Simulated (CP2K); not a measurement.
Band structure of HfIr3 (Pm-3m, 4 atoms in the cell).

```
CELL_PARAMETERS angstrom
      3.87090     0.00000     0.00000
      0.00000     3.87090     0.00000
      0.00000     0.00000     3.87090
ATOMIC_POSITIONS crystal
  Hf 0.00000 0.00000 0.00000
  Ir 0.00000 0.50000 0.50000
  Ir 0.50000 0.00000 0.50000
  Ir 0.50000 0.50000 0.00000
```

Method of the run: PBEsol, GPW, DZVP-MOLOPT-SR-GTH basis, GTH-PBE potentials (GTH_POTENTIALS) (CP2K).

Settings: CUTOFF = 500 Ry; REL_CUTOFF = 50 Ry; SMEAR/METHOD = GAUSSIAN; SIGMA = 0.2 eV; KPOINTS/SCHEME = MONKHORST-PACK 7 7 7; XC_FUNCTIONAL = PBE:PBESOL; Hf/BASIS_SET = DZVP-MOLOPT-SR-GTH; Hf/POTENTIAL = GTH-PBE-q12; Ir/BASIS_SET = DZVP-MOLOPT-SR-GTH; Ir/POTENTIAL = GTH-PBE-q17; METHOD = GPW; EPS_DEFAULT = 1e-10; EXTRAPOLATION = USE_GUESS; NGRIDS = 5.

The starting cell comes from a database of computed structures (which also holds hypothetical and non-ambient phases and stackings), without a prior relaxation at this level. Its lattice was rescaled by a random factor within 2.5 % of one. Spin-orbit coupling is off. Spin polarisation is off. Values carry the incompleteness of an atom-centred basis. The potentials were made for another functional than the one used.

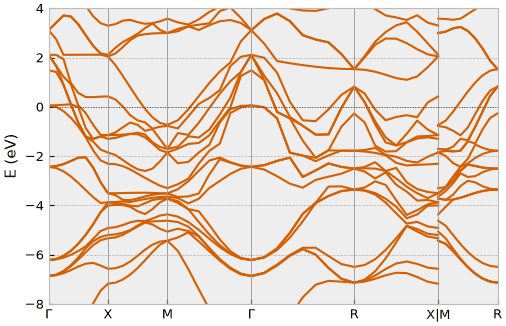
Figure: Bands along the path, energies from the Fermi level.

Levels in eV from the Fermi level, bands 28 to 33:
```
point     28     29     30     31     32     33
-----  -----  -----  -----  -----  -----  -----
Γ       0.06   1.48   2.11   2.11   2.11   3.11
X      -1.86  -1.30  -1.15  -1.15   0.42   2.05
M      -1.85  -1.85  -1.71  -1.71  -0.78  -0.73
R      -1.78  -0.27   0.82   0.82   0.82   1.53
```

Bands cross the Fermi level along this path, so the cell is metallic at this level.

Higher empty bands are left out: an atom-centred basis made for the valence describes them poorly.
